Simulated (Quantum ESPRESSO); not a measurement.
**Refining one setting for Y₃Mg (Pm-3m, 4 atoms in the cell)**

```
CELL_PARAMETERS angstrom
      4.88409     0.00000     0.00000
      0.00000     4.88409     0.00000
      0.00000     0.00000     4.88409
ATOMIC_POSITIONS crystal
  Y  0.50000 0.50000 0.00000
  Y  0.00000 0.50000 0.50000
  Y  0.50000 0.00000 0.50000
  Mg 0.00000 0.00000 0.00000
```

Method of the run: PBEsol, SSSP 1.1.2 efficiency (PBE) pseudopotentials (plane waves; Quantum ESPRESSO).

The starting cell comes from a database of computed structures (which also holds hypothetical and non-ambient phases and stackings), without a prior relaxation at this level. Its lattice was rescaled by a random factor within 2.5 % of one.

Held fixed: ecutwfc = 40 Ry; ecutrho = 320 Ry; occupations = smearing; smearing = gauss; degauss = 0.0073499 Ry; input_dft = pbesol; potentials = {Y: Y_pbe_v1.uspp.F.UPF, Mg: Mg.pbe-n-kjpaw_psl.0.3.0.UPF}; K_POINTS = automatic 6 6 6 1 1 1; mixing_beta = 0.7.

ΔF is the free energy per atom less that of the last row (7.3e-14 Ry).

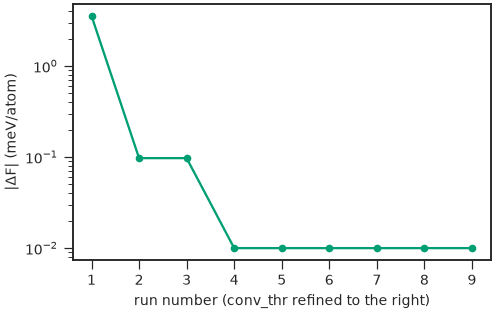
Size of the energy error against the last run of the series; values under 0.01 meV/atom are drawn at 0.01.

```tsv
conv_thr	ΔF (meV/atom)	pressure (GPa)	iterations
0.0073 Ry	3.5	1.16	3
0.00073 Ry	0.10	-0.62	4
7.3e-05 Ry	0.10	-0.62	4
7.3e-06 Ry	0.00	-0.59	5
7.3e-07 Ry	0.00	-0.48	6
7.3e-08 Ry	0.00	-0.51	7
7.3e-10 Ry	0.00	-0.52	8
1e-10 Ry	0.00	-0.52	9
7.3e-12 Ry	0.00	-0.52	10
7.3e-14 Ry	0.00	-0.52	10
```

Pressure within 0.5 GPa of the last row: from conv_thr = 0.00073 Ry on; the one before it is off by 1.7 GPa. The value it settles on is -0.5 GPa at this level of theory and with the other settings as held.

Energy within 0.5 meV/atom of the last row: from conv_thr = 0.00073 Ry on; the one before it is off by 3.5 meV/atom.
